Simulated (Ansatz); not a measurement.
# MoCl+ (septet): inputs that go wrong

3 inputs are run for MoCl+ (septet) as typed; the log has to tell whether the result can be used and what must change.

Method: the settings change from run to run; program: Ansatz 0.2.0, Gaussian basis.

13 further runs of the same task are left out: 5 for a known fault of the program, 4 that didn't finish, 4 set aside as unsound or not needed. Runs told in other sessions of the task aren't counted.

## (1) The geometry

The geometry is a PBE0/def2-TZVP stationary point (not a proven minimum). No spin-orbit coupling is included. Elements past krypton take def2 core potentials.

2 atoms, charge 1, spin multiplicity 7.

Atoms are counted from 1 here; the program's logs count them from 0.

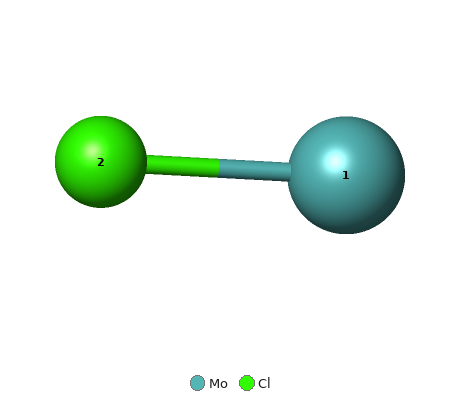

The geometry (molybdenum teal, chlorine green); atoms are numbered from 1 in the order of the file.

## (2) Input 1

The input, in.yaml:

```yaml
crystal:
  periodic: [false, false, false]
  atoms:
    - {symbol: Mo, position_ang: [0.000000, 0.000000, 0.000000]}
    - {symbol: Cl, position_ang: [0.000000, 0.000000, 2.637200]}
basis:
  gaussian: {orbitals: def2-SVP}
total_charge: 1
magnetization: {spin_polarized: false, initial_magnetization: 6}
correlation: {method: dmrg, electrons: outside_noble_gas}
accuracy: high
```

Launch:

```
ansatz run in.yaml --threads 1 --pin off --events-out ev --progress --plain --max-ram 2393MiB
```

Output:

```text
Error: YAML parse error: error: line 10 column 23: unknown variant `dmrg`, expected one of mp2, rpa, ccsd, ccsd_t, bccd, bccd_t, ccsdt, ccsdt_q, ccsdt_q_b, ccsdtq, fci, sc_nevpt2, fic_nevpt4_sd, fic_mrcisd_q, fic_mrcisd_q_relaxed
  --> <input>:10:23
   |
 8 | total_charge: 1
 9 | magnetization: {spin_polarized: false, initial_magnetization: 6}
10 | correlation: {method: dmrg, electrons: outside_noble_gas}
   |                       ^ unknown variant `dmrg`, expected one of mp2, rpa, ccsd, ccsd_t, bccd, bccd_t, ccsdt, ccsdt_q, ccsdt_q_b, ccsdtq, fci, sc_nevpt2, fic_nevpt4_sd, fic_mrcisd_q, fic_mrcisd_q_relaxed
11 | accuracy: high
   |
```

Wall time 0.03 s (1 thread of Arm Neoverse V1, shared host).

Diagnosis: The run was refused. The method's name isn't one that the program knows. To mend it, name one from the list in the message.

## (3) Input 2

The input, in.yaml:

```yaml
crystal:
  periodic: [false, false, false]
  atoms:
    - {symbol: Mo, position_ang: [0.000000, 0.000000, 0.000000]}
    - {symbol: Cl, position_ang: [0.000000, 0.000000, 2.637200]}
basis:
  gaussian: {orbitals: def2-SVP}
total_charge: 1
magnetization: {spin_polarized: false, initial_magnetization: 6}
correlation: {method: sc_nevpt2, electrons: valence}
scf: {lower_state_search: off}
output: {forces: true}
```

Launched as before.

Output:

```text
Error: this correlation method needs an active space: name one as the reference
```

Wall time 0.03 s (1 thread of Arm Neoverse V1, shared host).

What is wrong: The run was refused. This method needs an active space and has none. Fix: add an active_space block.

## (4) Input 3

The input, in.yaml:

```yaml
crystal:
  periodic: [false, false, false]
  atoms:
    - {symbol: Mo, position_ang: [0.000000, 0.000000, 0.000000]}
    - {symbol: Cl, position_ang: [0.000000, 0.000000, 2.637200]}
basis:
  gaussian: {orbitals: def2-SVP}
total_charge: 1
magnetization: {spin_polarized: false, initial_magnetization: 6}
correlation: {active_space: {ras: {orbitals: [12, 6, 31], electrons: 50, max_holes: 2, max_particles: 2}, fixed_orbitals: true}}
output: {forces: true}
```

Same command.

Output:

```text
Functional definition: HF
  name "HF"
  cite "Fock, Z. Phys. 61, 126 (1930) doi:10.1007/BF01340294"
  parent pbe
  exchange = exact_x
  correlation = 0
485 factors; integrals over basis functions are off by at most 2.9e-4 eV
mean field evaluation 1: about -14329.3653 eV, gradient 1.3e1 eV
mean field evaluation 2: about -14329.4346 eV, gradient 1.3e1 eV
mean field evaluation 4: about -14330.3349 eV, gradient 2.1e0 eV
mean field evaluation 8: about -14330.4723 eV, gradient 7.1e-1 eV
mean field evaluation 16: about -14330.4823 eV, gradient 2.2e-6 eV
mean field evaluation 32: about -14329.7955 eV, gradient 3.2e-3 eV
mean field evaluation 64: about -14329.7955 eV, gradient 2.7e-5 eV
mean field -14330.48232245 eV, -526.6355118004 hartree, gradient 3.3e-6 eV, S^2 12.000000; 8 other end points of the search recorded, 0 dependent functions left out
reference -14330.48232245 eV, -526.6355118004 hartree; 18, 12 occupied and 31, 37 virtual orbitals, 485 factors
Error: 50 electrons in 49 orbitals form no window around the highest filled level of the reference
```

Wall time 1 s (1 thread of Arm Neoverse V1, shared host).

**Diagnosis.** The run stopped with an error. The electron count of the restricted space is wrong. To mend it, count the correlated electrons again.

## (5) How the runs ended

| input | level | ended | cause | time |
| --- | --- | --- | --- | --- |
| 1 | 'dmrg'/def2-SVP | refused | the method's name isn't one that the program knows | 0.03 s |
| 2 | 'sc_nevpt2'/def2-SVP | refused | this method needs an active space and has none | 0.03 s |
| 3 | CISD/def2-SVP | stopped by an error | the electron count of the restricted space is wrong | 1 s |

2 refused, 1 stopped by an error.
